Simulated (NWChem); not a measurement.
**One shape, several levels: C3H6O (oxetane)**

Wanted: a comparison of 3 runs (HF/STO-3G, M06-2X/6-31G*, r2SCAN/6-31G*) of C3H6O (oxetane). 

The calculation is run with NWChem 7.3.0.

2 further runs of the same task are left out: 2 set aside as unsound or not needed. Runs told in other sessions of the task aren't counted.

**1. Starting point**

C3H6O: 10 atoms, total charge 0, spin state singlet. SMILES: `C1COC1`. The coordinates come from a PBE0-D4/def2-TZVP relaxation.

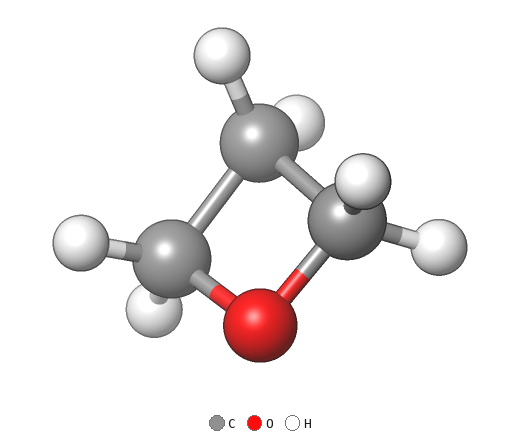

The structure, seen from a chosen angle (carbon grey, oxygen red, hydrogen white).

**2. Energy and forces at HF/STO-3G (run 1)**

c3h6o.nw reads:

```
start c3h6o
title "C3H6O gradient"
memory 2200 mb
geometry noautosym nocenter noautoz
  C     -0.599130     0.517750    -0.075190
  C     -0.419380    -0.997090     0.061270
  O      1.008280    -0.871970     0.109830
  C      0.930030     0.555770     0.001820
  H     -1.025190     0.851830    -1.020120
  H     -1.121860     1.003500     0.747450
  H     -0.819130    -1.441330     0.978800
  H     -0.745780    -1.595590    -0.795340
  H      1.348230     1.052830     0.883310
  H      1.443940     0.924300    -0.891830
end
basis spherical bse
  * library STO-3G
end
scf
  thresh 1e-08
  maxiter 80
  print medium
end
task scf gradient
```

The run is started by

```
nwchem c3h6o.nw > c3h6o.out
```

Standard output:

```text
[...]
  functions       =    26
[...]
  wavefunction    = RHF
[...]
         Total SCF energy =   -189.531994626323
      One-electron energy =   -513.935215619944
      Two-electron energy =    195.628779602855
 Nuclear repulsion energy =    128.774441390765
        Time for solution =      1.2s
[...]
                         RHF ENERGY GRADIENTS
    atom               coordinates                        gradient
                 x          y          z           x          y          z
   1 C      -1.132192   0.978406  -0.142088    0.015345  -0.013272   0.001937
   2 C      -0.792513  -1.884227   0.115784    0.016535   0.019591  -0.000898
   3 O       1.905373  -1.647784   0.207549   -0.018311   0.015832  -0.002049
   4 C       1.757502   1.050253   0.003439   -0.017082  -0.019107   0.000595
   5 H      -1.937328   1.609725  -1.927747   -0.001538   0.001243  -0.002516
   6 H      -2.120008   1.896340   1.412476   -0.001821   0.001661   0.002003
   7 H      -1.547931  -2.723719   1.849664    0.002745  -0.000227   0.000724
   8 H      -1.409320  -3.015228  -1.502975    0.002839  -0.000277  -0.000349
   9 H       2.547785   1.989560   1.669214    0.000630  -0.002658   0.000811
  10 H       2.728651   1.746674  -1.685314    0.000658  -0.002785  -0.000259
[...]
```

It took 2 s on 1 thread of Intel Xeon 6975P-C (Granite Rapids), shared host; peak memory 0.1 GiB.

**3. Energy and gradient at M06-2X/6-31G(d) (spherical functions) (run 2)**

run.nw reads:

```
start run
title "C3H6O"
memory 2200 mb
geometry noautosym nocenter noautoz
 C    -0.599130    0.517750   -0.075190
 C    -0.419380   -0.997090    0.061270
 O     1.008280   -0.871970    0.109830
 C     0.930030    0.555770    0.001820
 H    -1.025190    0.851830   -1.020120
 H    -1.121860    1.003500    0.747450
 H    -0.819130   -1.441330    0.978800
 H    -0.745780   -1.595590   -0.795340
 H     1.348230    1.052830    0.883310
 H     1.443940    0.924300   -0.891830
end
basis "ao basis" spherical bse
 * library 6-31G*
end
dft
 xc m06-2x
 grid xfine
 convergence energy 1e-08
 iterations 100
 mulliken
end
task dft gradient
```

The run is started by

```
nwchem run.nw > run.out
```

Standard output:

```text
[...]
          Wavefunction type:  closed shell.
          No. of atoms     :    10
          No. of electrons :    32
[...]
          Charge           :     0
          Spin multiplicity:     1
[...]
          AO basis - number of functions:    68
[...]
              XC Information
              --------------
                       M06-2X Method XC Functional
                     Hartree-Fock (Exact) Exchange  0.540
                        M06-2X Exchange Functional  1.000
                      M06-2X Correlation Potential  1.000
[...]
 d= 0,ls=0.0,diis     1   -192.9517290185 -3.22D+02  1.06D-02  4.51D-01     4.0
[...]
 d= 0,ls=0.0,diis     8   -193.0093168331 -2.44D-09  1.54D-06  3.44D-08    31.0
         Total DFT energy =     -193.009316833074
      One electron energy =     -516.072463317690
           Coulomb energy =      221.344679259748
    Exchange-Corr. energy =      -27.055974165897
 Nuclear repulsion energy =      128.774441390765
[...]
      Total Density - Mulliken Population Analysis
     ---------------------------------------------
    Atom       Charge   Shell Charges
 -----------   ------   -------------------------------------------------------
    1 C    6     6.41   2.00  0.66  2.10  0.64  0.98  0.04
    2 C    6     6.02   2.00  0.67  2.02  0.53  0.74  0.06
    3 O    8     8.53   2.00  0.90  2.87  0.99  1.73  0.03
    4 C    6     6.02   2.00  0.67  2.02  0.53  0.74  0.06
    5 H    1     0.82   0.52  0.30
    6 H    1     0.82   0.52  0.30
    7 H    1     0.85   0.53  0.31
    8 H    1     0.84   0.53  0.31
    9 H    1     0.85   0.53  0.31
   10 H    1     0.84   0.53  0.31
[...]
  wavefunction    = closed shell
[...]
```

It took 41 s on 1 thread of Intel Xeon 6975P-C (Granite Rapids), shared host; peak memory 0.15 GiB.

**4. Energy and gradient at r2SCAN/6-31G(d) (spherical functions) (run 3)**

geom.xyz reads:

```xyz
10
C3H6O
C     -0.599130     0.517750    -0.075190
C     -0.419380    -0.997090     0.061270
O      1.008280    -0.871970     0.109830
C      0.930030     0.555770     0.001820
H     -1.025190     0.851830    -1.020120
H     -1.121860     1.003500     0.747450
H     -0.819130    -1.441330     0.978800
H     -0.745780    -1.595590    -0.795340
H      1.348230     1.052830     0.883310
H      1.443940     0.924300    -0.891830
```

run.py reads:

```python
from ase.io import read
from ase.calculators.nwchem import NWChem

molecule = read('geom.xyz')

calc = NWChem(
    label='geom',
    theory='dft',
    memory='2200 mb',
    basis='6-31G*',
    basispar='spherical bse',
    dft={'xc': 'r2scan', 'mult': '1', 'grid': 'xfine', 'convergence': 'energy 1e-08', 'iterations': '100', 'mulliken': None},
)
molecule.calc = calc

forces = molecule.get_forces()
e = molecule.get_potential_energy()
print(f"E = {e:.6f} eV")
print("forces (eV/A):")
for s, f in zip(molecule.symbols, forces):
    print(f"{s:2s} {f[0]:10.5f} {f[1]:10.5f} {f[2]:10.5f}")
print("dipole (e A):", molecule.get_dipole_moment().round(4))
```

The run is started by

```
export ASE_NWCHEM_COMMAND="nwchem PREFIX.nwi > PREFIX.nwo"
python run.py
```

Standard output:

```text
E = -5251.292621 eV
forces (eV/A):
C    -0.14933    0.12948   -0.01640
C    -0.15776   -0.04237   -0.00195
O     0.44408   -0.38417    0.04355
C     0.01918    0.16167   -0.01023
H    -0.07929    0.06279   -0.15812
H    -0.09678    0.08922    0.13627
H    -0.07878   -0.07996    0.14480
H    -0.06525   -0.10552   -0.13483
H     0.07379    0.09554    0.13833
H     0.09019    0.07328   -0.14146
dipole (e A): [-0.3047  0.2635 -0.0335]
```

The calculator wrote geom.nwi:

```
title "geom"

permanent_dir geom

scratch_dir geom

start geom

geometry units angstrom nocenter noautosym noautoz
  C  -5.9913000000000005e-01 5.1775000000000004e-01 -7.5190000000000007e-02
  C  -4.1937999999999998e-01 -9.9709000000000003e-01 6.1269999999999998e-02
  O  1.0082800000000001e+00 -8.7197000000000002e-01 1.0983000000000000e-01
  C  9.3003000000000002e-01 5.5576999999999999e-01 1.8200000000000000e-03
  H  -1.0251900000000000e+00 8.5182999999999998e-01 -1.0201199999999999e+00
  H  -1.1218600000000001e+00 1.0035000000000001e+00 7.4744999999999995e-01
  H  -8.1913000000000002e-01 -1.4413300000000000e+00 9.7880000000000000e-01
  H  -7.4578000000000000e-01 -1.5955900000000001e+00 -7.9534000000000005e-01
  H  1.3482300000000000e+00 1.0528299999999999e+00 8.8331000000000004e-01
  H  1.4439400000000000e+00 9.2430000000000001e-01 -8.9183000000000001e-01
end

memory 2200 mb

basis spherical bse noprint
   * library 6-31G*
end

dft
  xc r2scan
  mult 1
  grid xfine
  convergence energy 1e-08
  iterations 100
  mulliken
end

task dft gradient
```

geom.nwo:

```text
Northwest Computational Chemistry Package (NWChem) 7.3.0
             --------------------------------------------------------

           Job information
           ---------------

    nwchem branch   = 7.3.0
    use scalapack   = T
    input           = geom.nwi
    prefix          = geom.
    data base       = geom/geom.db
    status          = startup
    nproc           =        1

           Memory information
           ------------------

[... 5 lines left out ...]
    hardfail = no
[... 111 lines left out ...]
  convergence criterion.
[... 39 lines left out ...]
          Spatial weights used:  Erf1
[... 32 lines left out ...]
 1-e energy   =    -512.901247
[... 48 lines left out ...]
           Coulomb energy =      221.448983828861
[... 548 lines left out ...]
          Convergence on density requested:  1.00D-05
[... 25 lines left out ...]
          total energy or number of iterations.
[... 36 lines left out ...]
                 ----------------------------------------
                 |  Time  |  1-e(secs)   |  2-e(secs)   |
                 ----------------------------------------
                 |  CPU   |       0.00   |       0.88   |
                 ----------------------------------------
                 |  WALL  |       0.00   |       0.88   |
                 ----------------------------------------

 Task  times  cpu:       41.4s     wall:       41.4s
 Total times  cpu:       41.4s     wall:       41.4s
```

Wall time 43 s (1 thread of Intel Xeon 6975P-C (Granite Rapids), shared host); peak memory 0.15 GiB.

**5. The series**

```csv
run,level,iteration cap,module,energy (Eh),dipole moment (D),HOMO energy (eV),LUMO energy (eV),wall time
1,HF/STO-3G,80,scf,-189.531995,1.63,-8.88,13.76,2 s
2,M06-2X/6-31G* (spherical functions),100,dft,-193.009317,2.02,-8.47,3.63,41 s
3,r2SCAN/6-31G* (spherical functions),100,dft,-192.981446,1.94,-5.54,1.94,43 s
```

**6. What came out**

| quantity | value |
| --- | --- |
| run 3: total energy | -192.98145 Eh |
| run 3: dipole moment | 1.94 D |
| run 3: HOMO energy | -5.54 eV |
| run 3: LUMO energy | 1.94 eV |
| run 3: HOMO–LUMO gap | 7.48 eV |
| run 3: largest force on an atom | 0.589 eV/Å |

The dipole moment (its size) runs from 1.63 D (HF/STO-3G) to 2.02 D (M06-2X/6-31G*). The two ends differ in method and basis. The HOMO–LUMO gap runs from 7.48 eV (r2SCAN/6-31G*) to 22.65 eV (HF/STO-3G). Totals of different functionals can't be ranked against each other. In run 1 the basis is minimal, so the values are rough. All runs together took 85 s, the longest 43 s.
